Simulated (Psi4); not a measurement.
## Geometry relaxation, with input and output: PH$_{3}$O

- system: PH$_{3}$O, SMILES O=[PH3]
- method: PBE0/STO-3G, RKS, dispersion D4 (Psi4 1.11)

The geometry comes from this level: GFN2-xTB.

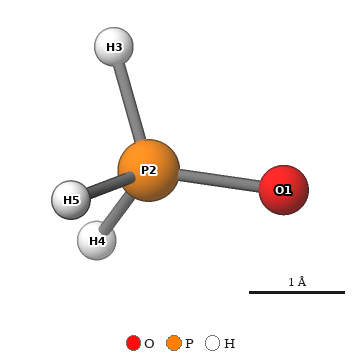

Fig. 1: The input geometry (ball-and-stick view, seen at a tilt; atoms are numbered from 1 in the order of the input). Bond lengths as drawn: H–P 1.39 Å and O–P 1.45 Å.

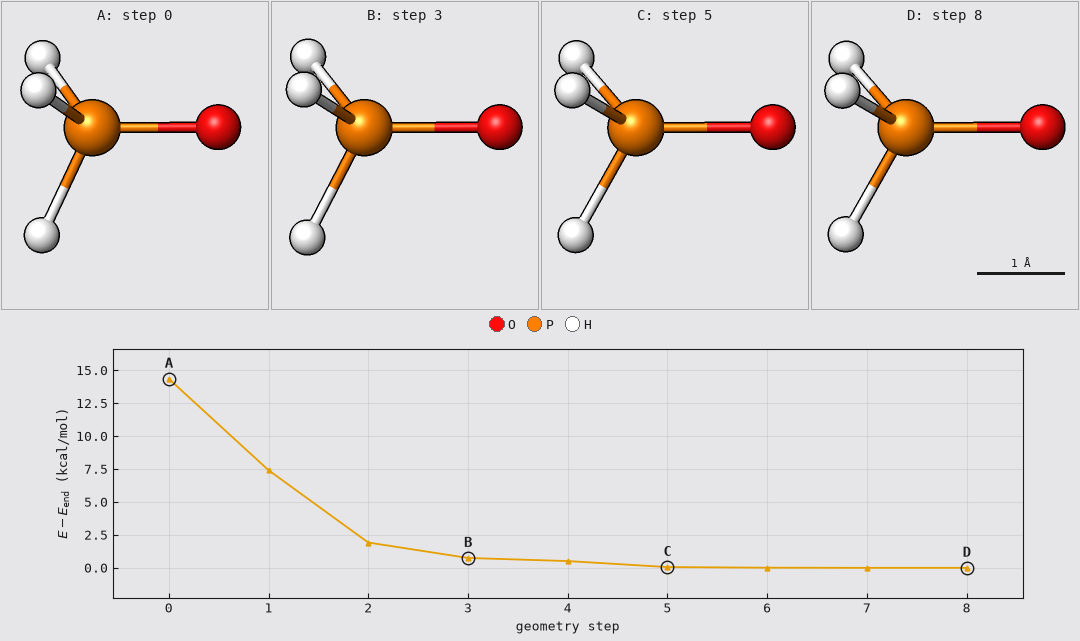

Fig. 2: Frames of the relaxation (ball-and-stick view, seen on its broad side) above the curves, on which the letters mark them (steps are counted from 0).

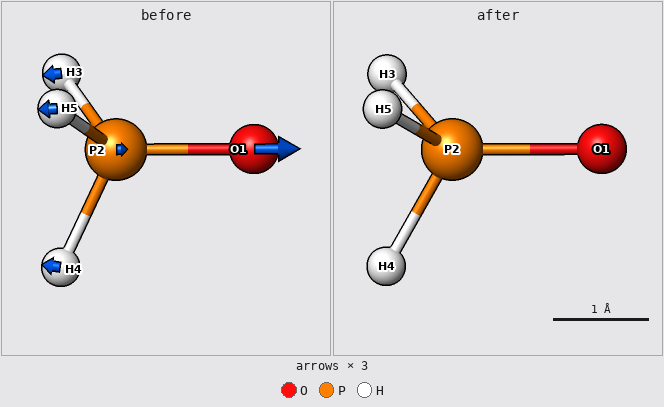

Fig. 3: Before (left) and after (right) the relaxation, at one scale (ball-and-stick view, seen on its broad side). The blue arrows give the displacements, magnified 3 times. The atom that moves furthest after the best rigid fit is O1 (0.17 Å). By element the largest moves are O 0.17 Å, H 0.07 Å, P 0.04 Å. Among the contacts that change: O1–P2 1.453 → 1.575 Å, P2–H3 1.388 → 1.430 Å. Among the angles that change: H3–P2–H4 103.2° → 97.8°, O1–P2–H3 115.2° → 119.5°. Over 8 geometry steps the energy falls by 14.4 kcal/mol. Largest force component: 7.1 eV/Å at the start, 0.0019 eV/Å at the end. (Atoms are counted from 1 in the order of the input.)

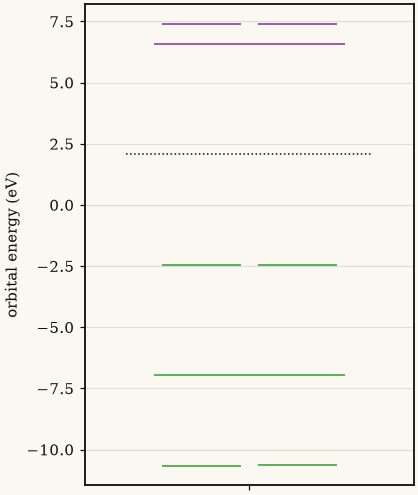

Fig. 4: Orbital energies near the frontier; the dotted line parts filled from empty levels, and levels within 0.02 eV of each other stand side by side. Highest filled −2.47 eV, lowest empty 6.59 eV, 9.06 eV apart.

The input that produced these results follows, with the program's output.

Input file (run.py):
```python
import numpy as np
from ase.calculators.psi4 import Psi4
from ase import Atoms
from ase.optimize import LBFGS

a = Atoms(['O', 'P', 'H', 'H', 'H'], positions=[
    [-1.381960, -0.328270, 0.532950],
    [-0.058510, -0.014650, 0.022530],
    [0.807060, 0.564860, 0.939400],
    [0.663660, -1.098320, -0.454890],
    [-0.030250, 0.876380, -1.039990],
])
calc = Psi4(atoms=a, method='pbe0-d4', basis='STO-3G', memory='1600MB', num_threads=1, charge=0, multiplicity=1, label='h3op')
a.calc = calc

opt = LBFGS(a)
done = opt.run(fmax=0.02, steps=60)
print('converged:', done)
for s, p in zip(a.symbols, a.positions):
    print(f'{s:2s} {p[0]:12.6f} {p[1]:12.6f} {p[2]:12.6f}')
```

Run as:
```bash
python run.py
```

The program's output:
```
gradient() will perform analytic gradient computation.

   => Loading Basis Set <=

    Name: STO-3G
    Role: ORBITAL
    Keyword: BASIS

   => PBE0-D4(BJ,EEQ)ATM: Empirical Dispersion <=

        a1 =       0.400856
        a2 =       5.029288
       alp =      16.000000
        s6 =       1.000000
        s8 =       1.200655
        s9 =       1.000000
        ga =       3.000000
        gc =       2.000000
        wf =       6.000000

         ---------------------------------------------------------
                                   SCF
                              RKS Reference
                        1 Threads,   1525 MiB Core
         ---------------------------------------------------------

  ==> Geometry <==

    Molecular point group: c1
    Full point group: C1

    Geometry (in Angstrom), charge = 0, multiplicity = 1:

       Center              X                  Y                   Z               Mass
    ------------   -----------------  -----------------  -----------------  -----------------
         O           -1.014627061721    -0.241065013477     0.391339577847    15.994914619570
         P            0.420235732863     0.099847097014    -0.162084742040    30.973761998420
         H            1.386944882901     0.698373296083     0.705869523431     1.007825032230
         H            1.244829044508    -0.949545142664    -0.676789500191     1.007825032230
         H            0.555874272669     1.008420441110    -1.258528460998     1.007825032230

  Running in c1 symmetry.

  Rotational constants: A =      3.59974  B =      0.51250  C =      0.51249 [cm^-1]
  Rotational constants: A = 107917.53375  B =  15364.49106  C =  15363.97099 [MHz]
  Nuclear repulsion =   62.585266536249023

  Charge       = 0
  Multiplicity = 1
  Electrons    = 26
  Nalpha       = 13
  Nbeta        = 13

  ==> Algorithm <==

  SCF Algorithm Type is DF.
  DIIS enabled.
  MOM disabled.
  Fractional occupation disabled.
  Guess Type is SAD.
  Energy threshold   = 1.00e-08
  Density threshold  = 1.00e-08
  Integral threshold = 1.00e-12

  ==> Primary Basis <==

  Basis Set: STO-3G
    Blend: STO-3G
    Number of shells: 11
    Number of basis functions: 17
    Number of Cartesian functions: 17
    Spherical Harmonics?: true
    Max angular momentum: 1

  ==> DFT Potential <==

   => LibXC <=

    Version 7.1.2

   => Composite Functional: PBE0-D4BJEEQATM <=

    PBE0-d4bjeeqatm Hyb-GGA Exchange-Correlation Functional

    Deriv               =              1
    GGA                 =           TRUE
    Meta                =          FALSE

    Exchange Hybrid     =           TRUE
    MP2 Hybrid          =          FALSE

   => Exchange Functionals <=

    0.7500   Perdew, Burke & Ernzerhof

   => Exact (HF) Exchange <=

    0.2500               HF

   => Correlation Functionals <=

    1.0000   Perdew, Burke & Ernzerhof

   => LibXC Density Thresholds  <==

    XC_HYB_GGA_XC_PBEH:  1.00E-15

   => Molecular Quadrature <=

    Radial Scheme          =       TREUTLER
    Pruning Scheme         =           NONE
    Nuclear Scheme         =       TREUTLER

    Blocking Scheme        =         OCTREE
    BS radius alpha        =              1
    Pruning alpha          =              1
    Radial Points          =             75
    Spherical Points       =            302
    Total Points           =         107267
    Total Blocks           =            858
    Max Points             =            256
    Max Functions          =             17
    Weights Tolerance      =       1.00E-15

   => Loading Basis Set <=

    Name: (STO-3G AUX)
    Role: JKFIT
    Keyword: DF_BASIS_SCF

  ==> Integral Setup <==

  DFHelper Memory: AOs need 0.001 GiB; user supplied 1.071 GiB.
  SCF_SUBTYPE=INCORE selected. In-core MEM_DF algorithm will be used.
  Using in-core AOs.

  ==> MemDFJK: Density-Fitted J/K Matrices <==

    J tasked:                   Yes
    K tasked:                   Yes
    wK tasked:                   No
    Memory [MiB]:              1096
    Algorithm:                 Core
    Schwarz Cutoff:           1E-12
    Mask sparsity (%):       0.6920
    Fitting Condition:        1E-10

   => Auxiliary Basis Set <=

  Basis Set: (STO-3G AUX)
    Blend: DEF2-UNIVERSAL-JKFIT
    Number of shells: 81
    Number of basis functions: 259
    Number of Cartesian functions: 308
    Spherical Harmonics?: true
    Max angular momentum: 4

  Cached 100.0% of DFT collocation blocks in 0.046 [GiB].

  Minimum eigenvalue in the overlap matrix is 3.0050734016E-01.
  Reciprocal condition number of the overlap matrix is 1.5448084828E-01.
    Using symmetric orthogonalization.

  ==> Pre-Iterations <==

  SCF Guess: Superposition of Atomic Densities via on-the-fly atomic UHF (no occupation information).

   -------------------------
    Irrep   Nso     Nmo
   -------------------------
     A         17      17
   -------------------------
    Total      17      17
   -------------------------

  ==> Iterations <==

                           Total Energy        Delta E     RMS |[F,P]|

   @DF-RKS iter SAD:  -412.20006636573635   -4.12200e+02   0.00000e+00
   @DF-RKS iter   1:  -412.93058467953199   -7.30518e-01   2.86309e-02 ADIIS/DIIS
   @DF-RKS iter   2:  -410.46730645146960    2.46328e+00   1.23556e-01 ADIIS
   @DF-RKS iter   3:  -412.95581440192524   -2.48851e+00   3.33237e-02 ADIIS/DIIS
   @DF-RKS iter   4:  -413.14132148539363   -1.85507e-01   2.83604e-03 ADIIS/DIIS
   @DF-RKS iter   5:  -413.14298162565944   -1.66014e-03   3.07573e-04 ADIIS/DIIS
   @DF-RKS iter   6:  -413.14300093972406   -1.93141e-05   1.02230e-04 ADIIS/DIIS
   @DF-RKS iter   7:  -413.14300296913478   -2.02941e-06   2.41994e-05 DIIS
   @DF-RKS iter   8:  -413.14300309209239   -1.22958e-07   1.11088e-07 DIIS
   @DF-RKS iter   9:  -413.14300309209762   -5.22959e-12   2.12570e-08 DIIS
   @DF-RKS iter  10:  -413.14300309209773   -1.13687e-13   1.52913e-09 DIIS
  Energy and wave function converged.

  ==> Post-Iterations <==

   Electrons on quadrature grid:
      Ntotal   =   26.0000101452 ; deviation = 1.015e-05

    Orbital Energies [Eh]
    ---------------------

    Doubly Occupied:

       1A    -76.403203     2A    -18.755533     3A     -6.482027
       4A     -4.578456     5A     -4.576781     6A     -4.576779
       7A     -0.861199     8A     -0.619045     9A     -0.391502
      10A     -0.391456    11A     -0.256189    12A     -0.090670
      13A     -0.090665

    Virtual:

      14A      0.242190    15A      0.271608    16A      0.271686
      17A      0.397712

    Final Occupation by Irrep:
              A
    DOCC [    13 ]
    NA   [    13 ]
    NB   [    13 ]

  @DF-RKS Final Energy:  -413.14300309209773

   => Energetics <=

    Nuclear Repulsion Energy =             62.5852665362490228
    One-Electron Energy =                -697.6524678470054823
    Two-Electron Energy =                 246.8166635987319069
    DFT Exchange-Correlation Energy =     -24.8908079058257670
    Empirical Dispersion Energy =          -0.0016574742473726
    VV10 Nonlocal Energy =                  0.0000000000000000
    Total Energy =                       -413.1430030920977288

Computation Completed

Properties will be evaluated at   0.000000,   0.000000,   0.000000 [a0]

Properties computed using the SCF density matrix

 Multipole Moments:

 ------------------------------------------------------------------------------------
     Multipole            Electronic (a.u.)      Nuclear  (a.u.)        Total (a.u.)
 ------------------------------------------------------------------------------------

 L = 1.  Multiply by 2.5417464519 to convert [e a0] to [Debye]
 Dipole X            :         -1.6078332            2.5968006            0.9889674
 Dipole Y            :         -0.3819511            0.6168726            0.2349215
 Dipole Z            :          0.6201364           -1.0015604           -0.3814240
 Magnitude           :                                                    1.0856928

 ------------------------------------------------------------------------------------

	total time  =          2 seconds =       0.03 minutes

         ------------------------------------------------------------
                                   SCF GRAD
         ------------------------------------------------------------

  ==> Geometry <==

    Molecular point group: c1
    Full point group: C1

    Geometry (in Angstrom), charge = 0, multiplicity = 1:

       Center              X                  Y                   Z               Mass
    ------------   -----------------  -----------------  -----------------  -----------------
         O           -1.014627061721    -0.241065013477     0.391339577847    15.994914619570
         P            0.420235732863     0.099847097014    -0.162084742040    30.973761998420
         H            1.386944882901     0.698373296083     0.705869523431     1.007825032230
         H            1.244829044508    -0.949545142664    -0.676789500191     1.007825032230
         H            0.555874272669     1.008420441110    -1.258528460998     1.007825032230

  Nuclear repulsion =   62.585266536249023

  ==> Basis Set <==

  Basis Set: STO-3G
    Blend: STO-3G
    Number of shells: 11
    Number of basis functions: 17
    Number of Cartesian functions: 17
    Spherical Harmonics?: true
    Max angular momentum: 1

  ==> DFJKGrad: Density-Fitted SCF Gradients <==

    Gradient:                    1
    J tasked:                  Yes
    K tasked:                  Yes
    wK tasked:                  No
    Integrals threads:           1
    Memory [MiB]:             1144
    Schwarz Cutoff:          1E-12
    Fitting Condition:       1E-10

   => Auxiliary Basis Set <=

  Basis Set: (STO-3G AUX)
    Blend: DEF2-UNIVERSAL-JKFIT
    Number of shells: 81
    Number of basis functions: 259
    Number of Cartesian functions: 308
    Spherical Harmonics?: true
    Max angular momentum: 4

  ==> DFT Potential <==

   => LibXC <=

    Version 7.1.2

   => Composite Functional: PBE0-D4BJEEQATM <=

    PBE0-d4bjeeqatm Hyb-GGA Exchange-Correlation Functional

    Deriv               =              1
    GGA                 =           TRUE
    Meta                =          FALSE

    Exchange Hybrid     =           TRUE
    MP2 Hybrid          =          FALSE

   => Exchange Functionals <=

    0.7500   Perdew, Burke & Ernzerhof

   => Exact (HF) Exchange <=

    0.2500               HF

   => Correlation Functionals <=

    1.0000   Perdew, Burke & Ernzerhof

   => LibXC Density Thresholds  <==

    XC_HYB_GGA_XC_PBEH:  1.00E-15

   => Molecular Quadrature <=

    Radial Scheme          =       TREUTLER
    Pruning Scheme         =           NONE
    Nuclear Scheme         =       TREUTLER

    Blocking Scheme        =         OCTREE
    BS radius alpha        =              1
    Pruning alpha          =              1
    Radial Points          =             75
    Spherical Points       =            302
    Total Points           =         107267
    Total Blocks           =            858
    Max Points             =            256
    Max Functions          =             17
    Weights Tolerance      =       1.00E-15

  -Total Gradient:
     Atom            X                  Y                   Z
    ------   -----------------  -----------------  -----------------
       1       -0.000029356810    -0.000019439967     0.000014972009
       2        0.000036523388     0.000006591502    -0.000013363997
       3       -0.000004836881     0.000017795124    -0.000020040515
       4       -0.000012378185     0.000001111959    -0.000007731495
       5        0.000025648486     0.000000273067     0.000017598368

	total time  =          0 seconds =       0.00 minutes
```

Standard output:
```
Step     Time          Energy          fmax
LBFGS:    0 18:08:58   -11241.571078        7.805988
LBFGS:    1 18:09:00   -11241.872156        5.356300
LBFGS:    2 18:09:02   -11242.110382        2.110542
LBFGS:    3 18:09:03   -11242.161251        0.532763
LBFGS:    4 18:09:05   -11242.171452        0.389854
LBFGS:    5 18:09:07   -11242.191240        0.186887
LBFGS:    6 18:09:08   -11242.193322        0.114969
LBFGS:    7 18:09:11   -11242.193732        0.022663
LBFGS:    8 18:09:13   -11242.193740        0.002028
converged: True
O     -1.533325    -0.364282     0.591395
P     -0.098462    -0.023370     0.037971
H      0.868247     0.575156     0.905925
H      0.726131    -1.072762    -0.476734
H      0.037177     0.885203    -1.058473
```

Trajectory as extended XYZ (Å, eV, eV/Å), 9 frames, from step=0 to step=8:
```
5
Properties=species:S:1:pos:R:3:forces:R:3 step=0 energy=-11241.57117
O    -1.3820   -0.3283    0.5330   -7.1105  -1.6892   2.7424
P    -0.0585   -0.0146    0.0225    3.6477   0.8832  -1.3909
H     0.8071    0.5649    0.9394    1.3904   0.5929   0.3811
H     0.6637   -1.0983   -0.4549    1.2965  -0.6258  -0.6442
H    -0.0302    0.8764   -1.0400    0.7740   0.8383  -1.0877
5
Properties=species:S:1:pos:R:3:forces:R:3 step=1 energy=-11241.87225
O    -1.4843   -0.3527    0.5723    1.2420   0.2929  -0.4779
P    -0.0072   -0.0024    0.0028   -4.8803  -1.1546   1.8812
H     0.8261    0.5730    0.9450    1.4384   0.5903   0.3068
H     0.6814   -1.1076   -0.4639    1.3396  -0.5402  -0.6490
H    -0.0200    0.8880   -1.0554    0.8590   0.8115  -1.0608
5
Properties=species:S:1:pos:R:3:forces:R:3 step=2 energy=-11242.11047
O    -1.4648   -0.3482    0.5648    0.2539   0.0592  -0.0969
P    -0.0217   -0.0057    0.0084   -1.9250  -0.4536   0.7369
H     0.8745    0.5880    0.9387    0.5587   0.1256  -0.2124
H     0.7283   -1.1089   -0.4840    0.5565   0.1389  -0.2099
H     0.0200    0.9062   -1.0814    0.5545   0.1297  -0.2174
5
Properties=species:S:1:pos:R:3:forces:R:3 step=3 energy=-11242.16134
O    -1.4541   -0.3457    0.5607   -0.4851  -0.1156   0.1875
P    -0.0306   -0.0078    0.0118    0.1311   0.0336  -0.0527
H     0.9099    0.5964    0.9261    0.0176  -0.1179  -0.3934
H     0.7636   -1.1013   -0.4976    0.0609   0.4099   0.0421
H     0.0548    0.9150   -1.0955    0.2746  -0.2103   0.2168
5
Properties=species:S:1:pos:R:3:forces:R:3 step=4 energy=-11242.17154
O    -1.4570   -0.3464    0.5618   -0.3236  -0.0770   0.1251
P    -0.0301   -0.0077    0.0116    0.1671   0.0418  -0.0655
H     0.9186    0.5969    0.9179   -0.0461  -0.1295  -0.3601
H     0.7729   -1.0942   -0.5003   -0.0033   0.3844   0.0649
H     0.0667    0.9144   -1.0961    0.2051  -0.2199   0.2359
5
Properties=species:S:1:pos:R:3:forces:R:3 step=5 energy=-11242.19133
O    -1.4656   -0.3486    0.5652    0.1241   0.0300  -0.0481
P    -0.0283   -0.0072    0.0109    0.0548   0.0139  -0.0199
H     0.9399    0.5947    0.8873   -0.1051  -0.0792  -0.1327
H     0.7967   -1.0657   -0.5056   -0.0843   0.1550   0.0613
H     0.1028    0.9069   -1.0914    0.0097  -0.1201   0.1399
5
Properties=species:S:1:pos:R:3:forces:R:3 step=6 energy=-11242.19341
O    -1.4656   -0.3486    0.5652    0.1045   0.0255  -0.0406
P    -0.0285   -0.0072    0.0109   -0.0145  -0.0029   0.0063
H     0.9398    0.5925    0.8807   -0.0455  -0.0300  -0.0408
H     0.7974   -1.0587   -0.5047   -0.0379   0.0503   0.0248
H     0.1072    0.9031   -1.0875   -0.0074  -0.0432   0.0507
5
Properties=species:S:1:pos:R:3:forces:R:3 step=7 energy=-11242.19382
O    -1.4643   -0.3483    0.5647    0.0204   0.0055  -0.0081
P    -0.0290   -0.0073    0.0111   -0.0143  -0.0032   0.0055
H     0.9379    0.5912    0.8789   -0.0020  -0.0017   0.0015
H     0.7958   -1.0565   -0.5036   -0.0015  -0.0002   0.0013
H     0.1070    0.9013   -1.0853   -0.0034  -0.0008   0.0001
5
Properties=species:S:1:pos:R:3:forces:R:3 step=8 energy=-11242.19383
O    -1.4640   -0.3483    0.5646    0.0015   0.0010  -0.0008
P    -0.0291   -0.0073    0.0112   -0.0019  -0.0003   0.0007
H     0.9376    0.5912    0.8791    0.0003  -0.0009   0.0010
H     0.7955   -1.0567   -0.5035    0.0006  -0.0001   0.0004
H     0.1065    0.9012   -1.0853   -0.0013   0.0000  -0.0009
```

Key numbers:

- outcome: converged
- total energy: −413.143003 hartree
- dispersion energy: −0.001657 hartree
- basis functions: 17
- HOMO: −2.47 eV
- LUMO: 6.59 eV
- dipole moment: 2.76 D
- hardware: 1 thread of Intel Xeon (Granite Rapids), 128 GiB of memory available, shared host
- wall time: 20 s
- peak memory: 0.36 GiB
